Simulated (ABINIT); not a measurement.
# A GW chain in ABINIT: BN (Qingsongite), part 2 of 2

Wanted: ground state, empty states, screening and self-energy for BN (Qingsongite).

ABINIT 10.8.3; PBE and many-body steps on it, plane waves. Known limits of the many-body steps: not at the basis limit; coarse k mesh.

So far. Step 2 (Ground state): The gap is indirect, with the least direct gap 4.34 eV higher. Step 3 (Bands along the symmetry lines): The gap is 4.535 eV, as in the run before at this level.

### Step 4. Empty states on the mesh, 6×6×6 mesh, 99 bands

Level of this step: DFT, PBE, plane waves, norm-conserving pseudopotentials (ABINIT).

The sums over transitions need many empty states on a uniform mesh; this step solves for them.

Input file run.abi:

```
acell 3*1.0 Angstrom
rprim 
  -0.000000000000 1.807500000000 1.807500000000
  1.807500000000 0.000000000000 1.807500000000
  1.807500000000 1.807500000000 -0.000000000000
ntypat 2
znucl 5 7
natom 2
typat 1 2
xred 
  0.000000000000 0.000000000000 0.000000000000
  0.250000000000 0.250000000000 0.250000000000
pp_dirpath "pseudos"
pseudos "B.upf, N.upf"
ecut 36
ngkpt 6 6 6
nshiftk 1
shiftk 0 0 0
kptopt 1
chksymbreak 0
irdden 1
istwfk *1
nband 99
prtvol 0
optdriver 6
gwr_task "HDIAGO"
paral_kgb 0
occopt 1
indata_prefix "in"
outdata_prefix "out"
tmpdata_prefix "tmp"
```

On the command line:

```sh
OMP_NUM_THREADS=1 mpirun -n 4 abinit run.abi > log
```

Numbers of over 12 decimals in the logs are rounded to 6 here.

The program printed:

```text
[banner, memory and clock lines left out]
.Version 10.8.3 of ABINIT. v10.8.2 released Aug 2026.

 Symmetries : space group F-4 3 m (#216); Bravais cF (face-center cubic)
[... echo of the input left out ...]
== DATASET  1 ==================================================================
-   mpi_nproc: 4, omp_nthreads: 1 (-1 if OMP is not activated)

--- !DatasetInfo
iteration_state: {dtset: 1, }
dimensions: {natom: 2, nkpt: 16, mband: 99, nsppol: 1, nspinor: 1, nspden: 1, mpw: 869, }
cutoff_energies: {ecut:  36.0, pawecutdg:  -1.0, }
electrons: {nelect:   8.00000000E+00, charge:   0.00000000E+00, occopt:   1.00000000E+00, tsmear:   1.00000000E-02, }

.Using double precision arithmetic; gwpc =  8

- Reading GS density from: in_DEN

--- Pseudopotential description ------------------------------------------------
- B Generated using ONCVPSP code by D. R. Hamann
-  5.00000   3.00000  171031                  znucl, zion, pspdat
12 -101130 1 -1 1534                          pspcod,pspxc,lmax,lloc,mmax
     nproj     2     2
  pspatm : epsatm=    3.38844616
         --- l  ekb(1:nproj) -->
             0    8.382104    1.234201
             1   -3.719492   -0.867526
 pspatm: atomic psp has been read  and splines computed

- N Generated using ONCVPSP code by D. R. Hamann
-  7.00000   5.00000  171031                  znucl, zion, pspdat
12 -101130 1 -1 1058                          pspcod,pspxc,lmax,lloc,mmax
     nproj     2     2
  pspatm : epsatm=    5.20977870
         --- l  ekb(1:nproj) -->
             0    7.494509    0.636305
             1   -4.293905   -1.006988
 pspatm: atomic psp has been read  and splines computed

   6.87857989E+01                                ecore*ucvol(ha*bohr**3)

 Total charge density [el/Bohr^3]
)     Maximum=    5.6373E-01  at reduced coord.    0.2000    0.2000    0.4000
)     Minimum=    7.6975E-03  at reduced coord.    0.0000    0.0000    0.0000
   Integrated=    8.0000E+00

 === KS gaps after direct diagonalization ===
 Indirect band gap semiconductor
 Fundamental gap:     4.535 (eV)
   VBM:     8.220 (eV) at k: [ 0.0000E+00,  0.0000E+00,  0.0000E+00]
   CBM:    12.755 (eV) at k: [ 5.0000E-01,  5.0000E-01,  0.0000E+00]
 Direct gap:         8.878 (eV) at k: [ 0.0000E+00,  0.0000E+00,  0.0000E+00]

== END DATASET(S) ==============================================================

 -outvars: echo values of variables after computation  --------
           etotal      0.0000000000E+00
            nband          99
             nkpt          16
          spgroup         216
 [... the other variables as echoed above ...]

 Calculation completed.
```

Run time: 5.2 s. Hardware: 4 MPI ranks of Arm Neoverse V1, shared host; peak memory 0.38 GiB.

Numbers from this step:

```
gap                                                           : 4.535 eV
k of the valence top                                          : 0, 0, 0
k of the conduction bottom                                    : 0.5, 0.5, 0
least direct gap                                              : 8.878 eV
k points computed                                             : 16
lowest point of the top converged band, above the valence top : 192.0699 eV
```

On this mesh the gap is 4.535 eV.

### Step 5. Screening, 6×6×6 mesh, 91 bands, screening to 261.2 eV

The RPA dielectric matrix is built and inverted for each q.

This step: RPA screening on PBE, plane waves, norm-conserving pseudopotentials.

Changes to run.abi since step 4:

```diff
@@ -20,10 +20,11 @@
 chksymbreak 0
-irdden 1
 istwfk *1
-nband 99
-prtvol 0
-optdriver 6
-gwr_task "HDIAGO"
-paral_kgb 0
 occopt 1
+irdwfk 1
+optdriver 3
+nband 91
+ecuteps 9.6
+inclvkb 2
+awtr 1
+symchi 1
 indata_prefix "in"
```

The program printed:

```text
.Version 10.8.3 of ABINIT. v10.8.2 released Aug 2026.

 Symmetries : space group F-4 3 m (#216); Bravais cF (face-center cubic)
[... echo of the input left out ...]
== DATASET  1 ==================================================================
-   mpi_nproc: 4, omp_nthreads: 1 (-1 if OMP is not activated)

--- !DatasetInfo
iteration_state: {dtset: 1, }
dimensions: {natom: 2, nkpt: 16, mband: 91, nsppol: 1, nspinor: 1, nspden: 1, mpw: 869, }
cutoff_energies: {ecut:  36.0, pawecutdg:  -1.0, }
electrons: {nelect:   8.00000000E+00, charge:   0.00000000E+00, occopt:   1.00000000E+00, tsmear:   1.00000000E-02, }

 SCREENING: Calculation of the susceptibility and dielectric matrices

 Based on a program developped by R.W. Godby, V. Olevano, G. Onida, and L. Reining.
 Incorporated in ABINIT by V. Olevano, G.-M. Rignanese, and M. Torrent.
.Using double precision arithmetic ; gwpc =  8

[... cell and pseudopotentials left out ...]
--------------------------------------------------------------------------------

 ==== K-mesh for the wavefunctions ====
 Number of points in the irreducible wedge :    16
[... list of points left out ...]
 Together with 24 symmetry operations and time-reversal symmetry
 yields   216 points in the full Brillouin Zone.

 ==== Q-mesh for the screening function ====
 Number of points in the irreducible wedge :    16
[... list of points left out ...]
 Together with 24 symmetry operations and time-reversal symmetry
 yields   216 points in the full Brillouin Zone.

 setmesh: FFT mesh size selected  =    20x   20x   20
          total number of points  =         8000

 vcoul_init : cutoff-mode = AUXILIARY_FUNCTION
 q-points for optical limit:   1
     1)      0.000010    0.000020    0.000030

- screening: taking advantage of time-reversal symmetry
- Maximum band index for partially occupied states nbvw = 4
- Remaining bands to be divided among processors   nbcw = 87
- Number of bands treated by each node ~21

 Number of electrons calculated from density =    8.0000; Expected =    8.0000
 average of density, n =  0.100376
 r_s =    1.3348
 omega_plasma =   30.5612 [eV]

 calculating chi0 at frequencies [eV] :
  1    0.000000E+00    0.000000E+00
  2    0.000000E+00    3.056116E+01

--------------------------------------------------------------------------------
  q-point number  1        q = ( 0.000000, 0.000000, 0.000000) [r.l.u.]
--------------------------------------------------------------------------------
[... chi0 elements left out ...]
 For q-point:  0.000010 0.000020 0.000030
  dielectric constant =   4.3902
  dielectric constant without local fields =   4.7430

  Average fulfillment of the sum rule on Im[epsilon] for q-point    1 :     92.40  [%]
[... wings left out ...]
  q-point number  2        q = ( 0.166667, 0.000000, 0.000000) [r.l.u.]
--------------------------------------------------------------------------------
[... chi0 elements left out ...]
  Average fulfillment of the sum rule on Im[epsilon] for q-point    2 :     98.59  [%]

 [... 14 further q-points ...]
```

The job ended after 15 s (4 MPI ranks; peak memory 0.5 GiB; 61 s of CPU time).

Numbers from this step:

| Quantity | Value |
| --- | --- |
| ε∞ with local fields, on this mesh, along the program's q direction | 4.390 |
| the same without local fields | 4.743 |
| plasma frequency | 30.56 eV |
| plane waves in the screening matrix | 113 |

Local fields lower ε∞ by 7 %. On a Γ-centred mesh this coarse the value itself is usually too large, while a short band sum pulls it down.

### Step 6. Self-energy, 6×6×6 mesh, 91 bands, screening to 261.2 eV

The self-energy is evaluated for the states that the input lists, and the levels follow from it, in one-shot runs by the linearised quasiparticle equation.

This step: G0W0 on PBE, plane waves, norm-conserving pseudopotentials.

Changes to run.abi since step 5:

```diff
@@ -23,8 +23,17 @@
 irdwfk 1
-optdriver 3
+optdriver 4
 nband 91
+gwcalctyp 0
+ecutsigx 36
+symsigma 1
+nkptgw 2
+kptgw 
+  0.0000000000 0.0000000000 0.0000000000
+  0.5000000000 0.5000000000 0.0000000000
+bdgw 
+  2 7
+  3 6
 ecuteps 9.6
-inclvkb 2
-awtr 1
-symchi 1
+irdscr 1
+ppmodel 1
 indata_prefix "in"
```

The program printed:

```text
.Version 10.8.3 of ABINIT. v10.8.2 released Aug 2026.

 Symmetries : space group F-4 3 m (#216); Bravais cF (face-center cubic)
[... echo of the input left out ...]
== DATASET  1 ==================================================================
-   mpi_nproc: 4, omp_nthreads: 1 (-1 if OMP is not activated)

--- !DatasetInfo
iteration_state: {dtset: 1, }
dimensions: {natom: 2, nkpt: 16, mband: 91, nsppol: 1, nspinor: 1, nspden: 1, mpw: 869, }
cutoff_energies: {ecut:  36.0, pawecutdg:  -1.0, }
electrons: {nelect:   8.00000000E+00, charge:   0.00000000E+00, occopt:   1.00000000E+00, tsmear:   1.00000000E-02, }

 SIGMA: Calculation of the GW corrections

 Based on a program developped by R.W. Godby, V. Olevano, G. Onida, and L. Reining.
 Incorporated in ABINIT by V. Olevano, G.-M. Rignanese, and M. Torrent.
.Using double precision arithmetic ; gwpc =  8

[... cell and pseudopotentials left out ...]
--------------------------------------------------------------------------------

 ==== K-mesh for the wavefunctions ====
 Number of points in the irreducible wedge :    16
[... list of points left out ...]
 Together with 24 symmetry operations and time-reversal symmetry
 yields   216 points in the full Brillouin Zone.

 ==== Q-mesh for screening function ====
 Number of points in the irreducible wedge :    16
[... list of points left out ...]
 Together with 24 symmetry operations and time-reversal symmetry
 yields   216 points in the full Brillouin Zone.

 vcoul_init : cutoff-mode = AUXILIARY_FUNCTION
 q-points for optical limit:   1
     1)      0.000010    0.000020    0.000030
 setmesh: FFT mesh size selected  =    25x   25x   25
          total number of points  =        15625

 Number of electrons calculated from density =    8.0000; Expected =    8.0000
 average of density, n =  0.100376
 r_s =    1.3348
 omega_plasma =   30.5612 [eV]

 === KS Band Gaps ===
  >>>> For spin  1
   Minimum direct gap =   8.8782 [eV], located at k-point      :   0.0000  0.0000  0.0000
   Fundamental gap    =   4.5349 [eV], Top of valence bands at :   0.0000  0.0000  0.0000
                                       Bottom of conduction at :   0.5000  0.5000  0.0000
 SIGMA fundamental parameters:
 PLASMON POLE MODEL  1
 number of plane-waves for SigmaX                  869
 number of plane-waves for SigmaC and W            113
 number of plane-waves for wavefunctions           869
 number of bands                                    91
 number of independent spin polarizations            1
 number of spinorial components                      1
 number of k-points in IBZ                          16
 number of q-points in IBZ                          16
 number of symmetry operations                      24
 number of k-points in BZ                          216
 number of q-points in BZ                          216
 number of frequencies for dSigma/dE                 9
 frequency step for dSigma/dE [eV]                0.25
 number of omega for Sigma on real axis              0
 max omega for Sigma on real axis  [eV]           0.00
 zcut for avoiding poles [eV]                     0.10

 EPSILON^-1 parameters (SCR file):
 dimension of the eps^-1 matrix on file            113
 dimension of the eps^-1 matrix used               113
 number of plane-waves for wavefunctions           869
 number of bands                                    91
 number of q-points in IBZ                          16
 number of frequencies                               2
 number of real frequencies                          1
 number of imag frequencies                          1

 matrix elements of self-energy operator (all in [eV])

 Perturbative Calculation

--- !SelfEnergy_ee
iteration_state: {dtset: 1, }
kpoint     : [   0.000,    0.000,    0.000, ]
spin       : 1
KS_gap     :    8.878
QP_gap     :   10.948
Delta_QP_KS:    2.070
data: !SigmaeeData |
     Band     E0 <VxcDFT>   SigX SigC(E0)      Z dSigC/dE  Sig(E)    E-E0       E
        2   8.220 -18.521 -22.105   2.464   0.827  -0.210 -19.447  -0.926   7.294
        3   8.220 -18.521 -22.105   2.464   0.827  -0.210 -19.447  -0.926   7.294
        4   8.220 -18.521 -22.105   2.464   0.827  -0.210 -19.447  -0.926   7.294
        5  17.099 -13.778  -7.120  -5.298   0.842  -0.188 -12.633   1.144  18.243
        6  17.099 -13.778  -7.120  -5.298   0.842  -0.188 -12.633   1.144  18.243
        7  17.099 -13.778  -7.120  -5.298   0.842  -0.188 -12.633   1.144  18.243

--- !SelfEnergy_ee
iteration_state: {dtset: 1, }
kpoint     : [   0.500,    0.500,    0.000, ]
spin       : 1
KS_gap     :    9.442
QP_gap     :   11.406
Delta_QP_KS:    1.964
data: !SigmaeeData |
     Band     E0 <VxcDFT>   SigX SigC(E0)      Z dSigC/dE  Sig(E)    E-E0       E
        3   3.313 -16.496 -21.664   3.469   0.817  -0.225 -17.883  -1.387   1.926
        4   3.313 -16.496 -21.664   3.469   0.817  -0.225 -17.883  -1.387   1.926
        5  12.755 -12.569  -7.356  -4.537   0.854  -0.172 -11.992   0.577  13.332
        6  17.562 -12.695  -6.758  -5.119   0.850  -0.176 -11.999   0.696  18.258

== END DATASET(S) ==============================================================
================================================================================

 -outvars: echo values of variables after computation  --------
           etotal      0.0000000000E+00
            nband          91
             nkpt          16
          spgroup         216
 [... the other variables as echoed above ...]

 Calculation completed.
```

It took 5.2 s on 4 MPI ranks; peak memory 0.47 GiB; 20 s of CPU time.

Numbers from this step:

```
G0W0 gap on the points computed              : 6.038 eV
starting gap on the mesh                     : 4.535 eV
k of the valence top                         : 0, 0, 0
k of the conduction bottom                   : 0.5, 0.5, 0
Z at the valence top                         : 0.827
Z at the conduction bottom                   : 0.854
least direct G0W0 gap on the computed points : 10.95 eV
```

The gap on the mesh goes from 4.53 eV to 6.04 eV, a correction of +1.50 eV.

Limits: finite bands, cutoff and mesh; coarse k mesh. v1 is the top filled band, c1 the lowest empty one. The levels before and after the correction (eV, zero at the valence-band top of each column):

```tsv
	conduction bottom	valence top
Kohn-Sham	4.53	0.00
G0W0	6.04	0.00
```

```tsv
	level	energy (eV)
Kohn-Sham	Γ v3-v1	0.000
Kohn-Sham	Γ c1-c3	8.878
Kohn-Sham	(0.5 0.5 0) v2-v1	-4.907
Kohn-Sham	(0.5 0.5 0) c1	4.535
Kohn-Sham	(0.5 0.5 0) c2	9.342
G0W0	Γ v3-v1	0.000
G0W0	Γ c1-c3	10.949
G0W0	(0.5 0.5 0) v2-v1	-5.368
G0W0	(0.5 0.5 0) c1	6.038
G0W0	(0.5 0.5 0) c2	10.964
```

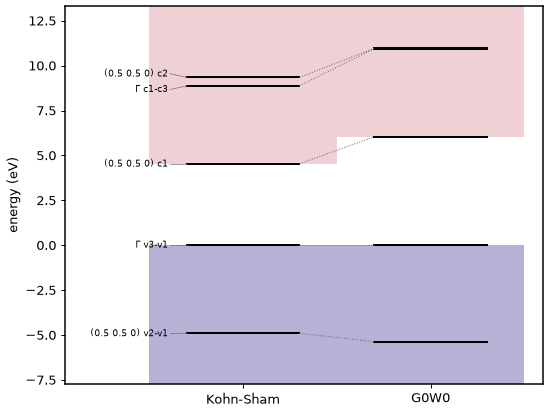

Levels before and after the correction. Shaded: valence and conduction bands.

### Step 7. Where the time went

Times are wall times on 4 MPI ranks of Arm Neoverse V1, shared host, good to a factor of about two.

```tsv
step	time	share	memory (GiB)
ground state	5 s	14 %	0.25
bands along the symmetry lines	3.7 s	11 %	0.23
empty states on the mesh	5.2 s	15 %	0.38
screening	15 s	45 %	0.5
self-energy	5.2 s	15 %	0.47
```

### Step 8. Summary of results

| Item | Value |
| --- | --- |
| PBE gap | 4.54 eV, indirect |
| G0W0 gap on the mesh | 6.04 eV |
| GW settings | 6×6×6 mesh, 91 bands, screening to 261.2 eV, Godby-Needs plasmon pole |
| known limits | not at the basis limit; coarse k mesh |

**Reading.** G0W0 moves the gap on the mesh from 4.53 eV to 6.04 eV (+1.50 eV), with Z of 0.83 and 0.85 at the edges. Local fields lower the RPA ε∞ on this mesh from 4.74 to 4.39; a Γ-centred mesh this coarse tends to raise both, most where the direct gap is narrow, while a short band sum lowers them. Only 2 of the mesh's irreducible points were corrected, so a valley elsewhere could overtake. The dearest step here is «screening». Bands and cutoff are finite, so the gap is not at the basis limit. The miss can reach some tenths of an eV and take either sign; the mesh is an error of its own. In the G0W0 run levels were corrected at 2 k points alone, so a gap called «on the mesh» is the least over those, and an edge elsewhere would be missed. The 6×6×6 mesh is coarse for this cell, which bears on the long-range parts of exchange and screening.

[Paths, hosts, dates, memory and timing lines, banners, echoed tables and standing remarks are left out of the program output.]

[Logs are printed without paths, hosts, clocks, repeated set-up lines and the standing remarks that a program may print on its own settings, such as how far it seeks lower states.]

[Runs of the session that timed out or met a known fault of the program may be left out.]

[Hosts, paths, dates, database ids (printed as entryN), source tags and the programs' standing remarks are cut or masked in the printed files.]

[G0W0 gaps are taken among the corrected bands and points alone; a level outside them can change the order at an edge.]

[Where Ansatz stands beside ABINIT at settings called matched, ABINIT's density can come from a denser mesh and the files from another edition; pairs whose starting gaps differed by over 0.03 eV were left out, so agreement reads better than it is.]
